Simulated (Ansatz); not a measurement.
```xyz
12
Lattice="5.1697 0.0000 0.0000 -2.5848 4.4771 0.0000 0.0000 0.0000 8.4353" Properties=species:S:1:pos:R:3 pbc="T T T"
Zn    0.0000    0.0000    1.8460
Zn    2.5849    1.4923    4.6577
Zn    0.0000    2.9847    7.4696
Zn    2.5849    1.4923    0.9658
Zn    0.0000    2.9847    3.7776
Zn    0.0000    0.0000    6.5893
Ge    0.0000    2.9847    1.4059
Ge    0.0000    0.0000    4.2177
Ge    2.5849    1.4923    7.0294
N     0.0000    0.0000    0.0000
N     2.5849    1.4923    2.8117
N     0.0000    2.9847    5.6236
```

Space group R-3m; a structure generated by program, which may or may not match a known phase; computed without spin polarisation.

Method: DFT PBE, scalar-relativistic, plane waves, PAW in Ansatz 0.2.0.

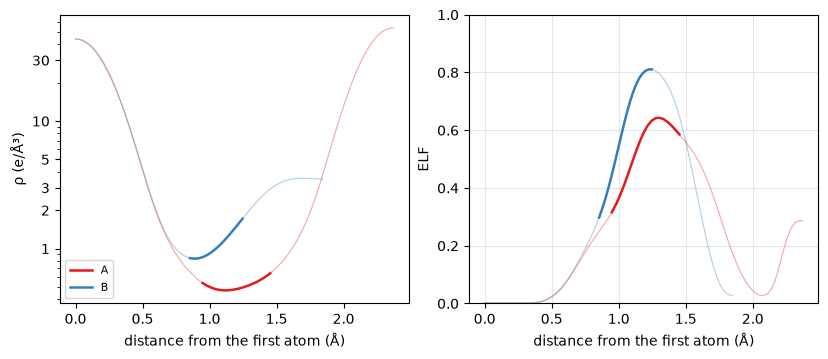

Zn2GeN. Valence electron density and electron localisation function along straight lines between neighbouring atoms. Thin, pale parts lie inside the atomic spheres.

In a PAW calculation such maps are meaningful between the atoms, not at the nuclei.

Q: Which curve belongs to which contact (Zn–Ge and Zn–N)? The first atom named is at distance zero.

A: Curve A: Zn–Ge (2.37 Å): the density is about 0.48 e/Å³ at the midpoint; the ELF peaks at about 0.65 between the atoms. Curve B: Zn–N (1.85 Å): ρ is about 0.84 e/Å³ halfway; the ELF peaks at about 0.80 in the valence shell of N, 0.6 Å from its nucleus, and is about 0.40 at the midpoint.
